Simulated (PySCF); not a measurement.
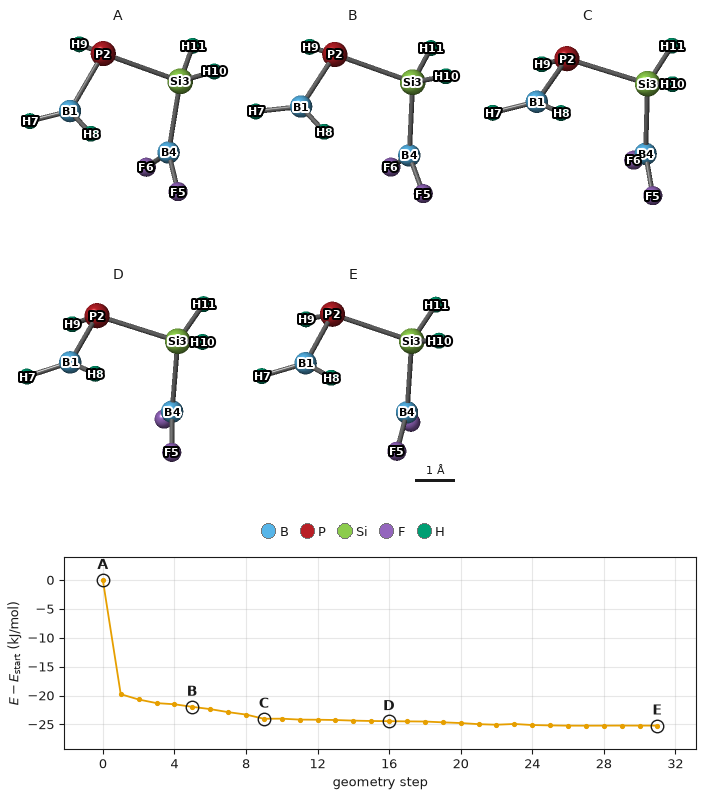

Frames of a relaxation of B₂SiPH₅F₂, marked on the history of the run. The picture is a ball-and-stick view, seen at a tilt.

The start comes from GFN2-xTB. Its atoms were then displaced at random by about 0.01 Å.

Level of theory: PBE0-D3(BJ)/def2-SVP geometry optimisation, gas phase in PySCF. 

Describe the path.

Over 31 geometry steps the energy falls by 25.2 kJ/mol. The atom that moves furthest after the best rigid fit is F6 (0.89 Å). By element the largest moves are F 0.89 Å, H 0.53 Å, B 0.32 Å, P 0.28 Å, Si 0.10 Å. Some distances before and after: Si3–B4 1.951 → 2.026 Å, B1–H7 1.142 → 1.206 Å, Si3–H10 1.461 → 1.492 Å, P2–H9 1.394 → 1.421 Å. Bond angles that change, for instance: P2–Si3–H11 103.3° → 109.1°, B4–Si3–H11 118.1° → 112.5°, F5–B4–F6 111.4° → 116.5°. Groups turn about P2–Si3 by about 30°, Si3–B4 by about 20°. Cost: 2.6 min on 1 thread of Arm Neoverse V2, with other jobs on the host. From step 0 to 5: H7 moves most (0.49 Å), energy −22.0 kJ/mol. From step 5 to 9: H8 moves most (0.60 Å), energy −2.06 kJ/mol. From step 9 to 16: F5 moves most (0.31 Å), energy −0.42 kJ/mol. From step 16 to 31: F6 moves most (0.32 Å), energy −0.76 kJ/mol.

| step | E − E(0), kJ/mol |
| --- | --- |
| 0 | 0.00 |
| 1 | -19.77 |
| 2 | -20.69 |
| 3 | -21.31 |
| 4 | -21.51 |
| 5 | -21.96 |
| 6 | -22.35 |
| 7 | -22.87 |
| 8 | -23.30 |
| 9 | -24.02 |
| 10 | -24.01 |
| 11 | -24.17 |
| 12 | -24.19 |
| 13 | -24.24 |
| 14 | -24.35 |
| 16 | -24.45 |
| 17 | -24.47 |
| 18 | -24.50 |
| 19 | -24.64 |
| 20 | -24.77 |
| 21 | -24.96 |
| 22 | -25.06 |
| 23 | -24.93 |
| 24 | -25.11 |
| 25 | -25.17 |
| 27 | -25.22 |
| 28 | -25.21 |
| 29 | -25.20 |
| 30 | -25.21 |
| 31 | -25.21 |
